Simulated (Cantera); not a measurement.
Charge: 1 mol SiHCl₃, 0.039 mol C₂H₄, 150 mol H₂, at 802 °C.

These are equilibrium values from Cantera (NASA tables, ideal gas, pure condensed phases), not measurements of a reactor. Candidate condensed phases: C, C₆H₆, C₇H₈, C₈H₁₈, Si, SiC; 109 gas species. Mutual solubility and eutectic melting of coexisting phases are not modelled. The tables' values for SiCl₃ are old estimates; treat these amounts as uncertain. Equilibrium is a limit: real reactors are often held back by kinetics, nucleation or transport.

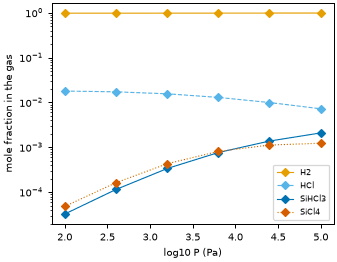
Equilibrium gas composition (values under 1e-9 drawn at 1e-9)

Read off the mole fractions at 0.00100 bar.

H₂ about 0.98, HCl about 0.018, SiCl₄ about 4.8e-5, SiHCl₃ about 3.3e-5.
